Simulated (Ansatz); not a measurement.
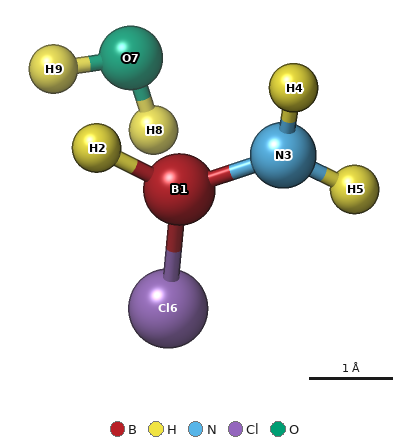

Figure 1. The input geometry (ball-and-stick view, seen at a tilt; atoms are numbered from 1 in the order of the input).

# Nudged elastic band, with input and output: BNH5ClO (part 1 of 2)

System: BNH5ClO.
Method: RKS B3LYP-D4/6-31G* (Ansatz 0.2.0).

It belongs to a series of runs on one base structure; here: band between the two ends. Figures and captions count atoms from 1; the log counts them from 0 in places.

Input
```yaml
crystal:
  periodic: [false, false, false]
  atoms:
    - { symbol: B, position_ang: [0.134366, -0.366792, -0.195297] }
    - { symbol: H, position_ang: [0.101977, -0.832722, 0.89705] }
    - { symbol: "N", position_ang: [1.315915, -0.202261, -0.899755] }
    - { symbol: H, position_ang: [2.216009, -0.378256, -0.476039] }
    - { symbol: H, position_ang: [1.363162, 0.194357, -1.828743] }
    - { symbol: Cl, position_ang: [-1.430231, 0.016366, -1.008067] }
    - { symbol: O, position_ang: [-0.248433, 2.140312, 1.266288] }
    - { symbol: H, position_ang: [-0.840318, 2.190712, 0.498707] }
    - { symbol: H, position_ang: [-0.758245, 1.614586, 1.902257] }
basis:
  gaussian: { orbitals: "6-31G*" }
hamiltonian:
  xc: b3lyp
  dispersion: d4
neb:
  order_check: false
  images: 9
  f_tol: 0.05
  max_iterations: 60
  final_atoms:
    - { symbol: B, position_ang: [0.06451497, 0.54515692, -0.82903352] }
    - { symbol: H, position_ang: [-0.43652799, 0.36730442, 3.31480048] }
    - { symbol: "N", position_ang: [1.33026723, 0.04259803, -1.14137815] }
    - { symbol: H, position_ang: [1.49682212, -0.61473415, -1.88668093] }
    - { symbol: H, position_ang: [2.15080526, 0.3172232, -0.62037477] }
    - { symbol: Cl, position_ang: [-1.35924551, 0.00556515, -1.80406271] }
    - { symbol: O, position_ang: [-0.106062, 1.43168371, 0.19659194] }
    - { symbol: H, position_ang: [-1.02863347, 1.70049205, 0.30151771] }
    - { symbol: H, position_ang: [-0.2577386, 0.58101265, 2.62502095] }
  initial_path:
    images:
      - { positions_ang: [[0.134366, -0.366792, -0.195297], [0.101977, -0.832722, 0.89705], [1.315915, -0.202261, -0.899755], [2.216009, -0.378256, -0.476039], [1.363162, 0.194357, -1.828743], [-1.430231, 0.016366, -1.008067], [-0.248433, 2.140312, 1.266288], [-0.840318, 2.190712, 0.498707], [-0.758245, 1.614586, 1.902257]] }
      - { positions_ang: [[0.10534834, -0.29245587, -0.1572297], [0.07734984, -0.66743333, 1.02463273], [1.32002439, -0.16573632, -0.87401326], [2.12962136, -0.49179183, -0.5861397], [1.45256825, 0.33346287, -1.67088513], [-1.46714044, 0.02265455, -0.99556684], [-0.23718037, 2.0350365, 1.12197138], [-0.89669854, 2.14092577, 0.46431933], [-0.62969082, 1.46163967, 1.82931217]] }
      - { positions_ang: [[0.07633069, -0.21811975, -0.11916239], [0.05272269, -0.50214466, 1.15221546], [1.32413377, -0.12921163, -0.84827151], [2.04323372, -0.60532767, -0.69624039], [1.54197449, 0.47256873, -1.51302726], [-1.50404989, 0.02894311, -0.98306667], [-0.22592774, 1.92976099, 0.97765476], [-0.95307908, 2.09113955, 0.42993166], [-0.50113664, 1.30869333, 1.75636734]] }
      - { positions_ang: [[0.04731303, -0.14378362, -0.08109509], [0.02809553, -0.336856, 1.2797982], [1.32824316, -0.09268695, -0.82252977], [1.95684607, -0.7188635, -0.80634109], [1.63138074, 0.6116746, -1.35516939], [-1.54095933, 0.03523166, -0.97056651], [-0.21467512, 1.82448549, 0.83333815], [-1.00945962, 2.04135332, 0.39554399], [-0.37258247, 1.155747, 1.68342251]] }
      - { positions_ang: [[0.01829537, -0.06944749, -0.04302779], [0.00346837, -0.17156733, 1.40738093], [1.33235255, -0.05616227, -0.79678802], [1.87045843, -0.83239933, -0.91644178], [1.72078699, 0.75078046, -1.19731151], [-1.57786877, 0.04152021, -0.95806635], [-0.20342249, 1.71920999, 0.68902153], [-1.06584017, 1.9915671, 0.36115632], [-0.24402829, 1.00280067, 1.61047768]] }
      - { positions_ang: [[-0.01072229, 0.00488863, -0.00496049], [-0.02115878, -0.00627866, 1.53496366], [1.33646193, -0.01963759, -0.77104628], [1.78407079, -0.94593517, -1.02654248], [1.81019323, 0.88988633, -1.03945364], [-1.61477821, 0.04780877, -0.94556618], [-0.19216986, 1.61393448, 0.54470491], [-1.12222071, 1.94178087, 0.32676864], [-0.11547411, 0.84985433, 1.53753286]] }
      - { positions_ang: [[0.00432517, 0.11294229, -0.16977509], [-0.10423263, 0.06843796, 1.89093102], [1.33522299, -0.00719046, -0.84511265], [1.72662106, -0.87969496, -1.19857017], [1.87831564, 0.7753537, -0.95563787], [-1.56367167, 0.03936004, -1.11726549], [-0.17494829, 1.57748433, 0.47508231], [-1.10350326, 1.89352311, 0.32171846], [-0.14392701, 0.796086, 1.75503047]] }
      - { positions_ang: [[0.01937262, 0.22099595, -0.3345897], [-0.18730647, 0.14315457, 2.24689839], [1.33398405, 0.00525666, -0.91917903], [1.66917132, -0.81345476, -1.37059786], [1.94643804, 0.66082108, -0.87182209], [-1.51256513, 0.03091132, -1.2889648], [-0.15772672, 1.54103417, 0.40545972], [-1.08478581, 1.84526534, 0.31666827], [-0.1723799, 0.74231766, 1.97252809]] }
      - { positions_ang: [[0.03442007, 0.3290496, -0.49940431], [-0.27038031, 0.21787119, 2.60286575], [1.33274511, 0.01770379, -0.9932454], [1.61172159, -0.74721455, -1.54262555], [2.01456045, 0.54628845, -0.78800632], [-1.46145859, 0.0224626, -1.4606641], [-0.14050515, 1.50458402, 0.33583713], [-1.06606836, 1.79700758, 0.31161808], [-0.2008328, 0.68854933, 2.19002571]] }
      - { positions_ang: [[0.04946752, 0.43710326, -0.66421891], [-0.35345415, 0.29258781, 2.95883312], [1.33150617, 0.03015091, -1.06731178], [1.55427185, -0.68097435, -1.71465324], [2.08268285, 0.43175583, -0.70419054], [-1.41035205, 0.01401387, -1.63236341], [-0.12328357, 1.46813387, 0.26621453], [-1.04735092, 1.74874981, 0.3065679], [-0.2292857, 0.63478099, 2.40752333]] }
      - { positions_ang: [[0.06451497, 0.54515692, -0.82903352], [-0.43652799, 0.36730442, 3.31480048], [1.33026723, 0.04259803, -1.14137815], [1.49682212, -0.61473415, -1.88668093], [2.15080526, 0.3172232, -0.62037477], [-1.35924551, 0.00556515, -1.80406271], [-0.106062, 1.43168371, 0.19659194], [-1.02863347, 1.70049205, 0.30151771], [-0.2577386, 0.58101265, 2.62502095]] }
```

Hardware: 1 thread of Intel Xeon (Sapphire Rapids), 32 GiB of memory available, shared host.

Launched with:
```bash
ansatz run input.yaml --threads 1 --pin off --max-ram 2048MiB --backend cpu --events-out ev --progress --plain --runs-dir out
```

Output
```
Engine: ansatz 0.2.0, x86_64-unknown-linux-gnu
Functional definition: B3LYP
  parameter a0 = 0.2
  parameter ax = 0.72
  parameter ac = 0.81
  exchange = (1 - a0 - ax)*slater_x + ax*b88_x + a0*exact_x
  correlation = (1 - ac)*vwn_rpa_c + ac*lyp_c
820 factors; integrals over basis functions are off by at most 3.7e-4 eV
mean field evaluation 1: about -16811.3573 eV, gradient 6.7e1 eV
mean field evaluation 2: about -16800.5070 eV, gradient 9.8e1 eV
mean field evaluation 4: about -16819.4694 eV, gradient 2.9e0 eV
mean field evaluation 8: about -16819.5014 eV, gradient 5.8e-2 eV
mean field -16819.50142223 eV, -618.1052765995 hartree, gradient 7.0e-5 eV, S^2 0.000000; 0 other end points of the search recorded, 0 dependent functions left out
the calculation of the forces begins
reference -16819.50163355 eV, -618.1052843653 hartree; 21, 21 occupied and 53, 53 virtual orbitals, 820 factors
820 factors; integrals over basis functions are off by at most 9.0e-4 eV
mean field evaluation 16: about -16804.5887 eV, gradient 9.1e1 eV
mean field -16820.56154846 eV, -618.1442355198 hartree, gradient 6.4e-5 eV, S^2 0.000000; 0 other end points of the search recorded, 0 dependent functions left out
[... from here on the field's lines of each further geometry are left out, up to the last ...]
NEB iter   1: max|band force component| = 9.615e0 eV/Å  barrier→ = 3.7227 eV  barrier← = 4.7858 eV  Δτ_max = 0.2000 Å  (279 SCF iters)
NEB iter   2: max|band force component| = 4.347e0 eV/Å  barrier→ = 2.2868 eV  barrier← = 3.3499 eV  Δτ_max = 0.2000 Å  (259 SCF iters)
NEB iter   3: max|band force component| = 3.208e0 eV/Å  barrier→ = 1.7337 eV  barrier← = 2.7968 eV  Δτ_max = 0.1978 Å  (254 SCF iters)
NEB iter   4: max|band force component| = 1.354e0 eV/Å  barrier→ = 1.5844 eV  barrier← = 2.6475 eV  Δτ_max = 0.2000 Å  (257 SCF iters)
NEB iter   5: max|band force component| = 2.483e0 eV/Å  barrier→ = 1.4140 eV  barrier← = 2.4771 eV  Δτ_max = 0.0998 Å  (251 SCF iters)
NEB iter   6: max|band force component| = 1.147e0 eV/Å  barrier→ = 1.1445 eV  barrier← = 2.2076 eV  Δτ_max = 0.1942 Å  (254 SCF iters)
NEB iter   7: max|band force component| = 1.331e0 eV/Å  barrier→ = 1.5655 eV  barrier← = 2.6286 eV  Δτ_max = 0.1024 Å  (249 SCF iters)
NEB iter   8: max|band force component| = 7.025e-1 eV/Å  barrier→ = 1.5809 eV  barrier← = 2.6440 eV  Δτ_max = 0.1014 Å  (254 SCF iters)
NEB iter   9: max|band force component| = 1.333e0 eV/Å  barrier→ = 1.5077 eV  barrier← = 2.5708 eV  Δτ_max = 0.0506 Å  (242 SCF iters)
NEB iter  10: max|band force component| = 6.357e-1 eV/Å  barrier→ = 1.4134 eV  barrier← = 2.4765 eV  Δτ_max = 0.0994 Å  (236 SCF iters)
NEB iter  11: max|band force component| = 1.446e0 eV/Å  barrier→ = 1.3063 eV  barrier← = 2.3694 eV  Δτ_max = 0.0499 Å  (246 SCF iters)
NEB iter  12: max|band force component| = 7.074e-1 eV/Å  barrier→ = 1.2276 eV  barrier← = 2.2907 eV  CI = image 5  Δτ_max = 0.0999 Å  (230 SCF iters)
NEB iter  13: max|band force component| = 1.206e0 eV/Å  barrier→ = 1.2274 eV  barrier← = 2.2905 eV  CI = image 5  Δτ_max = 0.2000 Å  (238 SCF iters)
NEB iter  14: max|band force component| = 1.607e0 eV/Å  barrier→ = 1.2394 eV  barrier← = 2.3025 eV  CI = image 5  Δτ_max = 0.1990 Å  (255 SCF iters)
NEB iter  15: max|band force component| = 1.872e0 eV/Å  barrier→ = 1.6931 eV  barrier← = 2.7562 eV  CI = image 5  Δτ_max = 0.1006 Å  (244 SCF iters)
NEB iter  16: max|band force component| = 1.345e0 eV/Å  barrier→ = 1.7642 eV  barrier← = 2.8273 eV  CI = image 5  Δτ_max = 0.1984 Å  (247 SCF iters)
NEB iter  17: max|band force component| = 1.946e0 eV/Å  barrier→ = 1.8703 eV  barrier← = 2.9334 eV  CI = image 5  Δτ_max = 0.1000 Å  (245 SCF iters)
NEB iter  18: max|band force component| = 1.835e0 eV/Å  barrier→ = 1.7077 eV  barrier← = 2.7707 eV  CI = image 5  Δτ_max = 0.1965 Å  (240 SCF iters)
NEB iter  19: max|band force component| = 4.211e-1 eV/Å  barrier→ = 1.6122 eV  barrier← = 2.6753 eV  CI = image 5  Δτ_max = 0.1964 Å  (242 SCF iters)
NEB iter  20: max|band force component| = 3.725e-1 eV/Å  barrier→ = 1.5623 eV  barrier← = 2.6254 eV  CI = image 5  Δτ_max = 0.1988 Å  (237 SCF iters)
NEB iter  21: max|band force component| = 4.692e-1 eV/Å  barrier→ = 1.5482 eV  barrier← = 2.6113 eV  CI = image 5  Δτ_max = 0.0997 Å  (242 SCF iters)
NEB iter  22: max|band force component| = 4.113e-1 eV/Å  barrier→ = 1.5411 eV  barrier← = 2.6042 eV  CI = image 5  Δτ_max = 0.0998 Å  (228 SCF iters)
NEB iter  23: max|band force component| = 2.649e-1 eV/Å  barrier→ = 1.5349 eV  barrier← = 2.5980 eV  CI = image 5  Δτ_max = 0.1001 Å  (226 SCF iters)
NEB iter  24: max|band force component| = 3.293e-1 eV/Å  barrier→ = 1.5324 eV  barrier← = 2.5955 eV  CI = image 5  Δτ_max = 0.0449 Å  (225 SCF iters)
NEB iter  25: max|band force component| = 2.054e-1 eV/Å  barrier→ = 1.5320 eV  barrier← = 2.5951 eV  CI = image 5  Δτ_max = 0.0499 Å  (212 SCF iters)
NEB iter  26: max|band force component| = 1.256e-1 eV/Å  barrier→ = 1.5319 eV  barrier← = 2.5950 eV  CI = image 5  Δτ_max = 0.0496 Å  (209 SCF iters)
NEB iter  27: max|band force component| = 1.643e-1 eV/Å  barrier→ = 1.5318 eV  barrier← = 2.5949 eV  CI = image 5  Δτ_max = 0.0249 Å  (211 SCF iters)
NEB iter  28: max|band force component| = 1.907e-1 eV/Å  barrier→ = 1.5318 eV  barrier← = 2.5949 eV  CI = image 5  Δτ_max = 0.0250 Å  (186 SCF iters)
NEB iter  29: max|band force component| = 1.538e-1 eV/Å  barrier→ = 1.5318 eV  barrier← = 2.5949 eV  CI = image 5  Δτ_max = 0.0508 Å  (201 SCF iters)
NEB iter  30: max|band force component| = 1.533e-1 eV/Å  barrier→ = 1.5318 eV  barrier← = 2.5949 eV  CI = image 5  Δτ_max = 0.0985 Å  (191 SCF iters)
NEB iter  31: max|band force component| = 1.345e-1 eV/Å  barrier→ = 1.5318 eV  barrier← = 2.5949 eV  CI = image 5  Δτ_max = 0.0335 Å  (196 SCF iters)
NEB iter  32: max|band force component| = 7.043e-2 eV/Å  barrier→ = 1.5318 eV  barrier← = 2.5949 eV  CI = image 5  Δτ_max = 0.0758 Å  (197 SCF iters)
NEB iter  33: max|band force component| = 3.086e-1 eV/Å  barrier→ = 1.5318 eV  barrier← = 2.5949 eV  CI = image 5  Δτ_max = 0.0379 Å  (193 SCF iters)
NEB iter  34: max|band force component| = 9.439e-2 eV/Å  barrier→ = 1.5318 eV  barrier← = 2.5949 eV  CI = image 5  Δτ_max = 0.0340 Å  (188 SCF iters)
NEB iter  35: max|band force component| = 5.145e-2 eV/Å  barrier→ = 1.5318 eV  barrier← = 2.5949 eV  CI = image 5  Δτ_max = 0.0148 Å  (192 SCF iters)
NEB iter  36: max|band force component| = 5.207e-2 eV/Å  barrier→ = 1.5318 eV  barrier← = 2.5949 eV  CI = image 5  Δτ_max = 0.0074 Å  (170 SCF iters)
the calculation of the forces begins
reference -16820.55407604 eV, -618.1439609135 hartree; 21, 21 occupied and 53, 53 virtual orbitals, 820 factors
820 factors; integrals over basis functions are off by at most 7.7e-4 eV
mean field evaluation 2272: about -16817.9312 eV, gradient 2.7e-5 eV
mean field -16817.93117937 eV, -618.0475712385 hartree, gradient 2.7e-5 eV, S^2 0.000000; 1 other end points of the search recorded, 0 dependent functions left out
the calculation of the forces begins
reference -16817.93137916 eV, -618.0475785808 hartree; 21, 21 occupied and 53, 53 virtual orbitals, 820 factors
NEB iter  37: max|band force component| = 2.496e-2 eV/Å  barrier→ = 1.5318 eV  barrier← = 2.5949 eV  CI = image 5  Δτ_max = 0.0000 Å  (403 SCF iters)
```
